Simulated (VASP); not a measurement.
Band structure of KZnF$_{3}$ (cubic perovskite). Computed with PBEsol GGA, VASP's PBE PAW potentials (set 64) (plane waves; VASP).

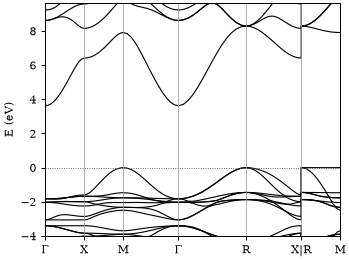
Figure. Bands along high-symmetry lines, zero at the valence-band maximum or, without a gap, the Fermi level

Q: Read the plot: is there a gap, and where are the band edges?

A: The gap is indirect, 3.62 eV, from the valence maximum at R to the conduction minimum at Γ. (Edges off the drawn lines would not show.)

The compound is KZnF3 in the cubic perovskite structure. It was relaxed first.
